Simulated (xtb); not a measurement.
## Calculation of the molecule and its ions, with input and output: C2H5ClGe

The run: calculation of the molecule and its ions of C2H5ClGe, SMILES C=[CH][GeH2][Cl]. Method and program: GFN2-xTB (xtb 6.7.1).

The geometry was optimised with GFN2-xTB.

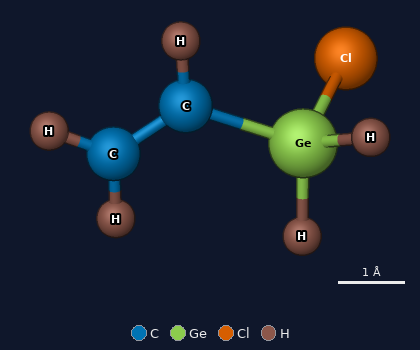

Figure 1. The input geometry (ball-and-stick view, seen at a tilt). Sticks mark near contacts. Bond lengths as drawn: Cl–Ge 2.10 Å, C–C 1.32 Å, C–Ge 1.96 Å, C–H 1.08 Å and Ge–H 1.51 Å.

The input (coord):
```
$coord
      0.522830526900      2.903186245263     -0.895465621415  c
      0.696817611195      0.431197707117     -1.221632350526  c
     -0.415002754229     -2.065754113135      1.268403072110  ge
     -3.460523171198     -4.108453567549     -0.267528527463  cl
      1.121401276875      4.241244622326     -2.314933399928  h
     -0.223894751246      3.697664902578      0.828115782334  h
      1.449041992363     -0.303565604660     -2.978454036806  h
      1.617964610643     -3.973243663332      1.901669193733  h
     -1.308635341303     -0.822257631347      3.679863682484  h
$end
```

Machine: 1 thread of Intel Xeon @ 2.50GHz (Skylake/Cascade Lake), 189 GiB of memory available, shared host.

Command:
```bash
xtb coord --gfn 2 --acc 10 --vipea | tee coord.out
```

The program's output:
```
* xtb version 6.7.1
   ID    Z sym.   atoms
    1    6 c      1, 2
    2   32 ge     3
    3   17 cl     4
    4    1 h      5-9

           -------------------------------------------------
          |                Calculation Setup                |
           -------------------------------------------------

          program call               : xtb coord --gfn 2 --acc 10 --vipea
          coordinate file            : coord
          omp threads                :                     1

           -------------------------------------------------
          |                 G F N 2 - x T B                 |
           -------------------------------------------------

      * Hamiltonian:
        H0-scaling (s, p, d)           1.850000    2.230000    2.230000
        zeta-weighting                 0.500000
      * Dispersion:
        s8                             2.700000
        a1                             0.520000
        a2                             5.000000
        s9                             5.000000
      * Repulsion:
        kExp                           1.500000    1.000000
        rExp                           1.000000
      * Coulomb:
        alpha                          2.000000
        third order                    shell-resolved
        anisotropic                    true
        a3                             3.000000
        a5                             4.000000
        cn-shift                       1.200000
        cn-exp                         4.000000
        max-rad                        5.000000

          ...................................................
          :                      SETUP                      :
          :.................................................:
          :  # basis functions                  33          :
          :  # atomic orbitals                  31          :
          :  # shells                           15          :
          :  # electrons                        24          :
          :  max. iterations                   250          :
          :  Hamiltonian                  GFN2-xTB          :
          :  restarted?                      false          :
          :  GBSA solvation                  false          :
          :  PC potential                    false          :
          :  electronic temp.          300.0000000     K    :
          :  accuracy                   10.0000000          :
          :  -> integral cutoff          0.2000000E+02      :
          :  -> integral neglect         0.1000000E-06      :
          :  -> SCF convergence          0.1000000E-04 Eh   :
          :  -> wf. convergence          0.1000000E-02 e    :
          :  Broyden damping             0.4000000          :
          :  net charge                          0          :
          :  unpaired electrons                  0          :
          ...................................................

 iter      E             dE          RMSdq      gap      omega  full diag
   1    -13.3004129 -0.133004E+02  0.573E+00    4.87       0.0  T
   2    -13.3002739  0.139017E-03  0.637E+00    4.35       1.0  T
   3    -13.4318609 -0.131587E+00  0.286E+00    4.66       1.0  T
   4    -13.4221842  0.967671E-02  0.179E+00    4.67       1.0  T
   5    -13.4328182 -0.106340E-01  0.218E-01    4.71       1.0  T
   6    -13.4328469 -0.287131E-04  0.182E-01    4.72       1.0  T
   7    -13.4328575 -0.105927E-04  0.120E-01    4.71       1.0  T
   8    -13.4329066 -0.491297E-04  0.247E-02    4.71       1.4  T
   9    -13.4329075 -0.876337E-06  0.164E-02    4.71       2.0  T
  10    -13.4329080 -0.538219E-06  0.751E-03    4.71       4.4  T
  11    -13.4329082 -0.163867E-06  0.389E-03    4.71       8.6  T

   *** convergence criteria satisfied after 11 iterations ***

         #    Occupation            Energy/Eh            Energy/eV
      -------------------------------------------------------------
         1        2.0000           -1.0476360             -28.5076
       ...           ...                  ...                  ...
         6        2.0000           -0.4779953             -13.0069
         7        2.0000           -0.4624716             -12.5845
         8        2.0000           -0.4569357             -12.4339
         9        2.0000           -0.4419650             -12.0265
        10        2.0000           -0.4314595             -11.7406
        11        2.0000           -0.4237205             -11.5300
        12        2.0000           -0.4133003             -11.2465 (HOMO)
        13                         -0.2403154              -6.5393 (LUMO)
        14                         -0.1333651              -3.6290
        15                         -0.1095552              -2.9811
        16                         -0.0852183              -2.3189
        17                         -0.0695467              -1.8925
       ...                                ...                  ...
        31                          1.1038217              30.0365
      -------------------------------------------------------------
                  HL-Gap            0.1729849 Eh            4.7072 eV
             Fermi-level           -0.3268079 Eh           -8.8929 eV

 SCC (total)                   0 d,  0 h,  0 min,  0.023 sec
 SCC setup                      ...        0 min,  0.000 sec (  0.714%)
 Dispersion                     ...        0 min,  0.000 sec (  0.384%)
 classical contributions        ...        0 min,  0.000 sec (  0.113%)
 integral evaluation            ...        0 min,  0.005 sec ( 22.227%)
 iterations                     ...        0 min,  0.011 sec ( 48.816%)
 molecular gradient             ...        0 min,  0.006 sec ( 26.580%)
 printout                       ...        0 min,  0.000 sec (  1.022%)

         :::::::::::::::::::::::::::::::::::::::::::::::::::::
         ::                     SUMMARY                     ::
         :::::::::::::::::::::::::::::::::::::::::::::::::::::
         :: total energy             -13.305257098870 Eh    ::
         :: gradient norm              0.000060129977 Eh/a0 ::
         :: HOMO-LUMO gap              4.707158906893 eV    ::
         ::.................................................::
         :: SCC energy               -13.432903291627 Eh    ::
         :: -> isotropic ES           -0.000501755688 Eh    ::
         :: -> anisotropic ES          0.001188556004 Eh    ::
         :: -> anisotropic XC          0.006868528317 Eh    ::
         :: -> dispersion             -0.005350357134 Eh    ::
         :: repulsion energy           0.127646192757 Eh    ::
         :: add. restraining           0.000000000000 Eh    ::
         :: total charge              -0.000000000000 e     ::
         :::::::::::::::::::::::::::::::::::::::::::::::::::::

           -------------------------------------------------
          |        vertical delta SCC IP calculation        |
           -------------------------------------------------

 iter      E             dE          RMSdq      gap      omega  full diag
   1    -12.8994171 -0.128994E+02  0.243E+00    4.71       0.0  T
   2    -12.8983937  0.102345E-02  0.226E+00    4.49       1.0  T
   3    -12.9120728 -0.136792E-01  0.128E+00    4.56       1.0  T
   4    -12.9152291 -0.315632E-02  0.808E-01    4.40       1.0  T
   5    -12.9137791  0.145006E-02  0.809E-01    4.62       1.0  T
   6    -12.9181956 -0.441649E-02  0.431E-01    4.52       1.0  T
   7    -12.9185683 -0.372728E-03  0.305E-01    4.52       1.0  T
   8    -12.9185462  0.220709E-04  0.251E-01    4.51       1.0  T
   9    -12.9185775 -0.312210E-04  0.239E-01    4.50       1.0  T
  10    -12.9188559 -0.278470E-03  0.124E-01    4.51       1.0  T
  11    -12.9188853 -0.293582E-04  0.840E-02    4.51       1.0  T
  12    -12.9188997 -0.143977E-04  0.314E-02    4.51       1.1  T
  13    -12.9189052 -0.548434E-05  0.175E-02    4.51       1.9  T
  14    -12.9189052 -0.629970E-07  0.538E-03    4.51       6.2  T
  15    -12.9189053 -0.115555E-06  0.357E-03    4.51       9.3  T
     SCC iter.                  ...        0 min,  0.018 sec
     gradient                   ...        0 min,  0.011 sec
------------------------------------------------------------------------
empirical IP shift (eV):    4.8455
delta SCC IP (eV):    9.1412
------------------------------------------------------------------------
           -------------------------------------------------
          |        vertical delta SCC EA calculation        |
           -------------------------------------------------

 iter      E             dE          RMSdq      gap      omega  full diag
   1    -13.4091646 -0.134092E+02  0.495E+00    3.17       0.0  T
   2    -13.5245934 -0.115429E+00  0.597E+00    1.42       1.0  T
   3    -13.5398841 -0.152908E-01  0.461E+00    1.59       1.0  T
   4    -13.3779494  0.161935E+00  0.439E+00    1.18       1.0  T
   5    -13.5433872 -0.165438E+00  0.104E+00    1.73       1.0  T
   6    -13.5454602 -0.207301E-02  0.796E-01    1.65       1.0  T
   7    -13.5471398 -0.167957E-02  0.485E-01    1.54       1.0  T
   8    -13.5473381 -0.198331E-03  0.405E-01    1.49       1.0  T
   9    -13.5481201 -0.781990E-03  0.129E-01    1.52       1.0  T
  10    -13.5481127  0.741118E-05  0.105E-01    1.50       1.0  T
  11    -13.5481739 -0.612430E-04  0.253E-02    1.52       1.3  T
  12    -13.5481743 -0.356887E-06  0.136E-02    1.51       2.5  T
  13    -13.5481747 -0.431466E-06  0.923E-03    1.52       3.6  T
  14    -13.5481748 -0.934376E-07  0.563E-03    1.52       5.9  T
     SCC iter.                  ...        0 min,  0.032 sec
     gradient                   ...        0 min,  0.017 sec
------------------------------------------------------------------------
empirical EA shift (eV):    4.8455
delta SCC EA (eV):   -1.7089
------------------------------------------------------------------------
           -------------------------------------------------
          |                Property Printout                |
           -------------------------------------------------

    * Orbital Energies and Occupations

         #    Occupation            Energy/Eh            Energy/eV
      -------------------------------------------------------------
         1        2.0000           -0.8839085             -24.0524
         2        2.0000           -0.4267651             -11.6129
         3        2.0000           -0.3757322             -10.2242
         4        2.0000           -0.3279894              -8.9250
         5        2.0000           -0.2863245              -7.7913
         6        2.0000           -0.2812979              -7.6545
         7        2.0000           -0.2761766              -7.5151
         8        2.0000           -0.2634055              -7.1676
         9        2.0000           -0.2519059              -6.8547
        10        2.0000           -0.2438600              -6.6358
        11        2.0000           -0.2049594              -5.5772
        12        2.0000           -0.1804780              -4.9111
        13        1.0000            0.0027538               0.0749 (HOMO)
        14                          0.0584375               1.5902 (LUMO)
        15                          0.0933420               2.5400
        16                          0.1144728               3.1150
        17                          0.1306240               3.5545
        18                          0.2052946               5.5864
        19                          0.2055008               5.5920
        20                          0.2103097               5.7228
        21                          0.2161109               5.8807
        22                          0.2665288               7.2526
        23                          0.2807775               7.6403
        24                          0.3289949               8.9524
       ...                                ...                  ...
        31                          1.3034773              35.4694
      -------------------------------------------------------------
                  HL-Gap            0.0556838 Eh            1.5152 eV
             Fermi-level           -0.0291310 Eh           -0.7927 eV

     #   Z          covCN         q      C6AA      α(0)
     1   6 c        2.854    -0.180    32.709     9.374
     2   6 c        2.795    -0.157    32.037     9.272
     3  32 ge       3.598     0.155   169.314    23.395
     4  17 cl       0.817    -0.364   110.838    16.105
     5   1 h        0.926    -0.074     4.746     3.407
     6   1 h        0.926    -0.073     4.690     3.387
     7   1 h        0.925    -0.057     4.276     3.234
     8   1 h        0.935    -0.127     6.624     4.024
     9   1 h        0.935    -0.122     6.401     3.956

 Mol. C6AA /au·bohr⁶  :       2146.941282
 Mol. C8AA /au·bohr⁸  :      86056.801294
 Mol. α(0) /au        :         76.153441

Wiberg/Mayer (AO) data.
largest (>0.10) Wiberg bond orders for each atom

 ---------------------------------------------------------------------------
     #   Z sym  total        # sym  WBO       # sym  WBO       # sym  WBO
 ---------------------------------------------------------------------------
     1   6 c    3.636 --     2 c    1.521     6 h    0.972     5 h    0.970
                             3 ge   0.123
     2   6 c    3.830 --     1 c    1.521     3 ge   1.144     7 h    0.956
     3  32 ge   3.900 --     2 c    1.144     4 cl   0.929     9 h    0.836
                             8 h    0.828     1 c    0.123
     4  17 cl   1.133 --     3 ge   0.929
     5   1 h    0.994 --     1 c    0.970
     6   1 h    0.995 --     1 c    0.972
     7   1 h    0.997 --     2 c    0.956
     8   1 h    0.984 --     3 ge   0.828
     9   1 h    0.985 --     3 ge   0.836
 ---------------------------------------------------------------------------

Topologies differ in total number of bonds
Writing topology from bond orders to xtbtopo.mol

molecular dipole:
                 x           y           z       tot (Debye)
 q only:        0.795       0.624       0.239
   full:        1.018       0.773       0.448       3.442
molecular quadrupole (traceless):
                xx          xy          yy          xz          yz          zz
 q only:        2.127      -7.417      -7.240       0.675       2.302       5.113
  q+dip:       -0.709     -11.578      -7.778      -1.520       0.634       8.488
   full:       -0.770     -11.435      -7.503      -1.589       1.063       8.273

           -------------------------------------------------
          | TOTAL ENERGY              -13.420523737465 Eh   |
          | GRADIENT NORM               0.173315297991 Eh/α |
          | HOMO-LUMO GAP               1.515232087522 eV   |
           -------------------------------------------------

------------------------------------------------------------------------
------------------------------------------------------------------------
 total:
 *  cpu-time:     0 d,  0 h,  0 min,  0.068 sec
 * ratio c/w:     0.442 speedup
 SCF:
 *  cpu-time:     0 d,  0 h,  0 min,  0.045 sec
 * ratio c/w:     0.431 speedup
```

Standard error:
```
normal termination of xtb
```

Key numbers:

```csv
quantity,value
outcome,converged
electrons treated,24
total energy,−13.305257 hartree
dispersion energy,−0.005350 hartree
basis functions,33
peak memory,0.07 GiB
```

Settings chosen away from the usual ones: method = gfn2-xtb; task = vipea; x = {"accuracy": 10}; geo = {"prev": "A"}. These settings are looser than, or depart from, a standard set-up, so the numbers are not reference values for this system.
